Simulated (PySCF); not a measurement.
SMILES OB(O)CB(O)O at its PBE0/def2-SVP optimised geometry (Å):

```
13

B     -0.2731     0.9655     0.0000
O     -0.9410     2.1535     0.0000
O     -0.9963    -0.1877    -0.0017
C      1.3136     0.9655     0.0000
B      1.8939    -0.2257     0.8367
O      2.8208    -0.1387     1.8337
O      1.4029    -1.4815     0.5643
H     -1.8939     2.0062     0.0020
H     -0.4127    -0.9588     0.0710
H      1.7087     1.9551     0.2733
H      1.6023     0.7830    -1.0534
H      3.1213     0.7615     1.9854
H      1.7936    -2.1535     1.1348
```

Level of theory: PBE0/def2-TZVP in PySCF. Cells within 0.4 Å of a nucleus heavier than hydrogen are left out (blank, or x).

Map of the electron localisation function on the plane z = 1.0 Å:

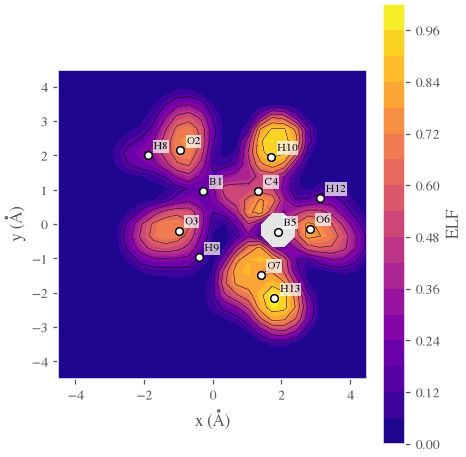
Electron localisation function on the plane z = 1.0 Å.
